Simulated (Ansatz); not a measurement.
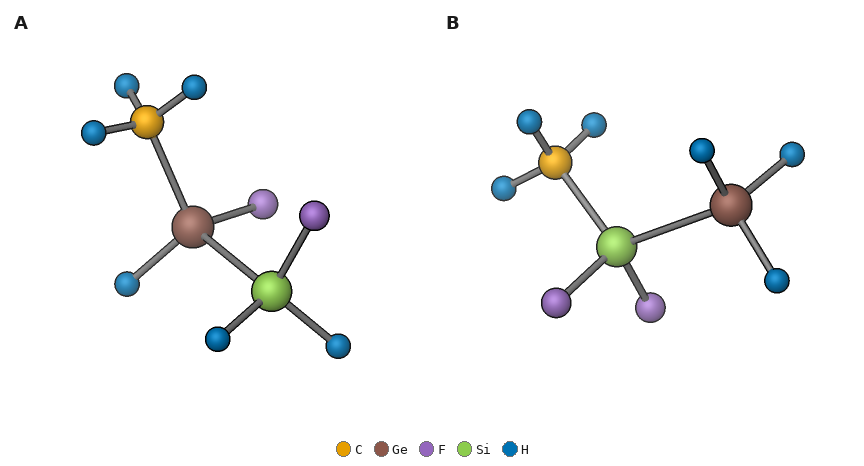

2 stationary structures of one formula. Geometries: PBE-D4/def2-SVP. Electronic energies: PBE-D4/def2-SVP (Ansatz 0.2.0), without zero-point energy. No frequency run is at hand to confirm each as a minimum. Each is one conformer, not always the lowest.

Question: Rank them by energy, lowest first.

Answer: B is lowest; A lies 25.9 kcal/mol above it. A is `[CH3][Ge@@H]([F])[SiH2]F`, B is `C[Si](F)(F)[GeH3]`.
